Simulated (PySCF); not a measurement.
# AlNH4 (AlH2(NH2)): CCSDT/STO-6G

Aim: the vertical singlet–triplet gap of AlNH4 (AlH2(NH2)) at CCSDT/STO-6G, from 2 runs. The job is set up through a Python script.

Program for the calculation: PySCF 2.14.0.

5 further runs of the same task are left out: 5 set aside as unsound or not needed.

## Step 1: The system as given

AlNH4 has 6 atoms, charge 0, and is taken as a singlet. As SMILES, `[H][Al]([H])[NH2]`. The shape comes from GFN2-xTB, which is rough for such elements, and wasn't checked as a minimum.

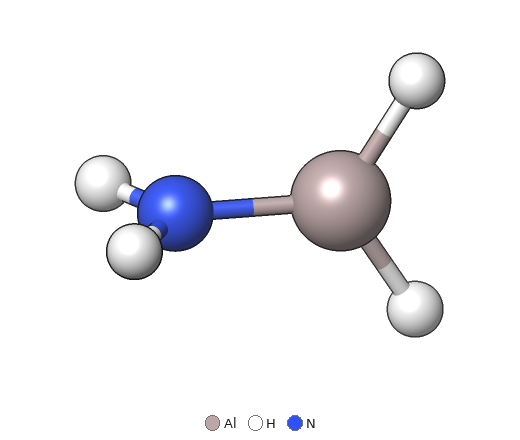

The structure, seen from a chosen angle (aluminium light grey, hydrogen white, nitrogen blue).

## Step 2: A single-point energy at CCSDT/STO-6G

calc.py reads:

```python
# AlH2(NH2)
from pyscf import gto, scf, cc

system = gto.M(
    atom='''
Al   0.411220   0.709780   0.004090
H    1.951140   0.754090   0.040220
H   -0.317540   2.068550  -0.020570
N   -0.477760  -0.827010  -0.006690
H   -0.803830  -1.337930  -0.819770
H   -0.763230  -1.367490   0.802720
''',
    max_memory=1860,
    verbose=3,
    basis='sto-6g',
    charge=0,
)

mf = scf.RHF(system)
mf.conv_tol = 1e-10
mf.kernel()
if not mf.converged:
    mf = mf.newton().run(mf.mo_coeff, mf.mo_occ)

mycc = cc.CCSDT(mf, frozen=6)
mycc.kernel()
e_final = mycc.e_tot
print(f'total energy: {e_final:.8f} hartree')
```

On the command line:

```bash
$ OMP_NUM_THREADS=1 python calc.py
```

Standard output:

```text
converged SCF energy = -297.577776411953
_make_eris_incore_RCCSDT

WARN: A large `blksize` is being used, which may cause large memory consumption
      for storing contraction intermediates. If memory is sufficient, consider using
      `pyscf.cc.rccsdt_highm.RCCSDT` instead.

WARN: A large `blksize_oovv` is being used, which may cause large memory consumption
      for storing contraction intermediates. If memory is sufficient, consider using
      `pyscf.cc.rccsdt_highm.RCCSDT` instead.

WARN: A large `blksize_oooo` is being used, which may cause large memory consumption
      for storing contraction intermediates. If memory is sufficient, consider using
      `pyscf.cc.rccsdt_highm.RCCSDT` instead.

RCCSDT converged
E(RCCSDT) = -297.6741586175983   E_corr = -0.09638220564486662
E_corr(same-spin) = -0.006033095386295
E_corr(oppo-spin) = -0.0903491102585716
total energy: -297.67415862 hartree
```

Run time: 1.6 s. Hardware: 1 thread of Arm Neoverse V1, shared host; peak memory 0.1 GiB.

## Step 3: The triplet

input.py reads:

```python
from pyscf import gto, cc

mol = gto.M(
    atom='''
Al     0.777093     1.341290     0.007729
H      3.687120     1.425024     0.076005
H     -0.600064     3.908993    -0.038872
N     -0.902836    -1.562822    -0.012642
H     -1.519019    -2.528321    -1.549141
H     -1.442296    -2.584182     1.516921
''',
    basis='sto-6g',
    spin=2,
    unit='bohr',
    max_memory=1860,
    verbose=3,
)

calc0 = mol.UHF()
calc0.conv_tol = 1e-10
calc0.kernel()
if not calc0.converged:
    calc0 = calc0.newton().run(calc0.mo_coeff, calc0.mo_occ)

mycc = cc.CCSDT(calc0, frozen=6)
mycc.kernel()
e_final = mycc.e_tot
print(f'total energy: {e_final:.8f} hartree')
```

On the command line:

```bash
$ OMP_NUM_THREADS=1 python input.py
```

Standard output:

```text
WARN: HOMO 0.21249666747571 >= LUMO -0.255831146450618

converged SCF energy = -297.344828594957  <S^2> = 2.0214714  2S+1 = 3.0142803
_make_eris_incore_UCCSDT

WARN: A large `blksize_v_aaa` is being used, which may cause large memory consumption
      for storing contraction intermediates. If memory is sufficient, consider using
      `pyscf.cc.uccsdt_highm.UCCSDT` instead.

WARN: A large `blksize_v_aab` is being used, which may cause large memory consumption
      for storing contraction intermediates. If memory is sufficient, consider using
      `pyscf.cc.uccsdt_highm.UCCSDT` instead.

UCCSDT converged
E(UCCSDT) = -297.4431280897264   E_corr = -0.09829949476979585
E_corr(same-spin) = -0.00615516402839772
E_corr(oppo-spin) = -0.0921443307413981
total energy: -297.44312809 hartree
```

Wall time 2.7 s (1 thread of Arm Neoverse V1, shared host); peak memory 0.12 GiB.

## Step 4: Results

At CCSDT/STO-6G, 6 core orbitals frozen:

```
                                                           quantity          value
                                              singlet: total energy  -297.67416 Eh
                      singlet: dipole moment (Hartree–Fock density)         0.28 D
                       singlet: HOMO energy (Hartree–Fock orbitals)       -7.02 eV
                       singlet: LUMO energy (Hartree–Fock orbitals)        8.91 eV
                     singlet: HOMO–LUMO gap (Hartree–Fock orbitals)       15.93 eV
               singlet: correlation energy (6 core orbitals frozen)      -96.4 mEh
                                             singlet: T1 diagnostic          0.007
                                              triplet: total energy  -297.44313 Eh
                      triplet: dipole moment (Hartree–Fock density)         6.88 D
triplet: HOMO energy (Hartree–Fock orbitals) (highest over α and β)        0.90 eV
 triplet: LUMO energy (Hartree–Fock orbitals) (lowest over α and β)        4.14 eV
               triplet: correlation energy (6 core orbitals frozen)      -98.3 mEh
                         triplet: ⟨S²⟩ of the reference determinant          2.021
                                             triplet: T1 diagnostic          0.038
                   vertical energy of the triplet above the singlet       6.287 eV
```

At this shape the triplet lies 6.29 eV (607 kJ/mol) above the singlet. In a minimal basis such a difference can be off by several eV, whatever the method. Mulliken charges (singlet) of the mean-field density run from -0.70 on N4 to +1.06 on Al1. Mulliken charges (triplet) of the mean-field density run from -0.31 on H2 to +0.46 on Al1; they depend strongly on the basis.
